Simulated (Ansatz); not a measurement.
BFH2

The calculation's input:

```
crystal:
  periodic: [false, false, false]
  atoms:
    - { symbol: B, position_ang: [0.265503, 0.0, 0.153306] }
    - { symbol: H, position_ang: [0.37425, 0.0, 1.321504] }
    - { symbol: H, position_ang: [1.331586, 0.0, -0.336571] }
    - { symbol: F, position_ang: [-0.871439, 0.0, -0.50314] }
basis:
  gaussian: { orbitals: "6-31G*" }
hamiltonian:
  xc: pbe0
  dispersion: d4
relax:
  f_tol: 0.03
  max_steps: 50
output:
  orbitals: {}
```

Run with:

```sh
ansatz run input.yaml --threads 1 --pin off --max-ram 2048MiB --backend cpu --events-out ev --progress --plain --runs-dir out
```

The fields are those of the run's last geometry, not of the input's.

All numbers below come from RKS PBE0-D4/6-31G* (Ansatz).

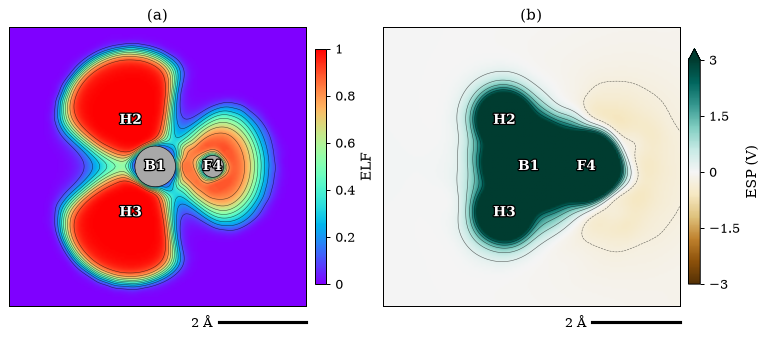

Figure 1. (a) electron localisation function; (b) electrostatic potential on the molecular plane. Grey discs cover the atomic cores in the ELF map.

Q: Describe what can be read from this map.

A: The plane passes through B, H and F nuclei. B–F (1.32 Å): the ELF peaks at about 0.85 between the atoms: a polar covalent bond. B–H (1.20 Å): the ELF climbs to about 1 towards the hydrogen, as it does in any bond to H: an ordinary covalent bond to hydrogen. The ELF also peaks beside F4, away from the bonds: lone-pair regions. Outside the dense part of the molecule the potential is most negative (−0.6 V) near F4.

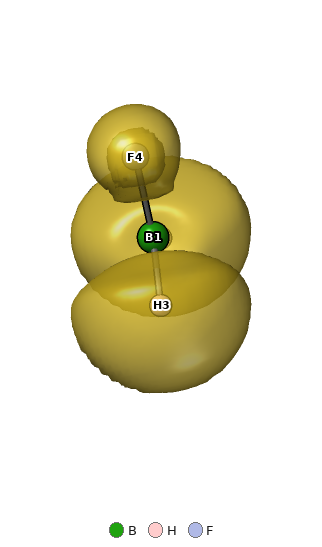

Figure 2. Isosurface of the electron localisation function at 0.8 (yellow), seen at an oblique angle. Only the valence region is drawn (cores and ρ < 0.01 e/Å³ removed).

Q: Where are the electrons localised?

A: The surface consists of two regions around hydrogen nuclei and one region on F in which the atom's valence shell and bonds are merged.

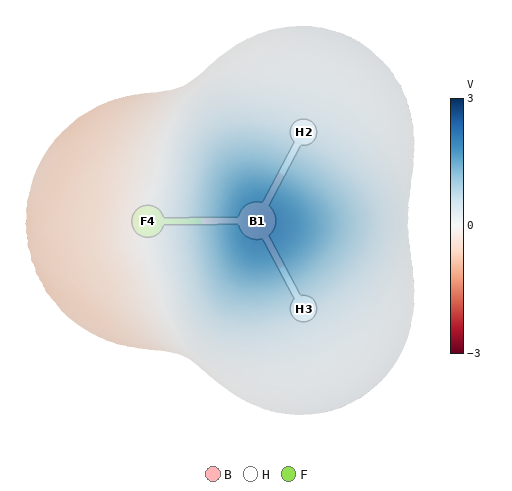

Figure 3. The electrostatic potential painted on the density surface at 0.002 e/bohr³, seen across its widest extent; red is negative and blue positive.

Q: Which sites attract a positive test charge, and which a negative one?

A: A positive charge is drawn to the negative regions and a negative charge to the positive ones. The most negative region (about −0.6 V) lies over F4, the most positive (about +2.0 V) over B1.
